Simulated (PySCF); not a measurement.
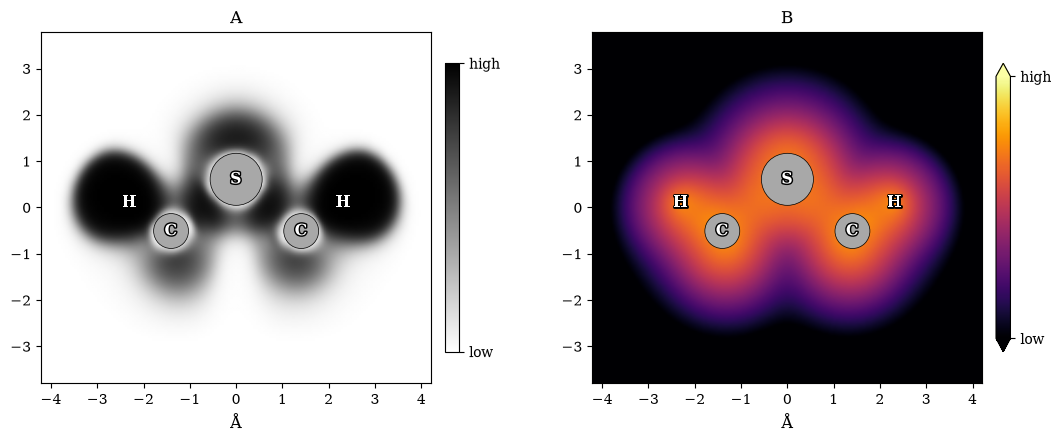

C$_{3}$H$_{9}$S (charge +1): 2 fields on the plane of atoms C3, S2 and C4, with unlabelled colour scales. Grey discs cover the atomic cores.

Geometry: PBE0-D3(BJ)/def2-SVP.

Method: PBE0/pcSseg-1, SCF density, gas phase, non-relativistic (PySCF).

### The panels show electron density and electron localisation function in some order. Assign them.

Panel A: electron localisation function. Panel B: electron density. From the grid: C–S (1.80 Å): ρ at the midpoint is about 1.3 e/Å³; the ELF peaks at about 0.95 between the atoms: localised, covalent bonding. C–H (1.10 Å): the density is about 2 e/Å³ at the midpoint; the ELF climbs to about 1 towards the hydrogen, as it does in any bond to H: an ordinary covalent bond to hydrogen.
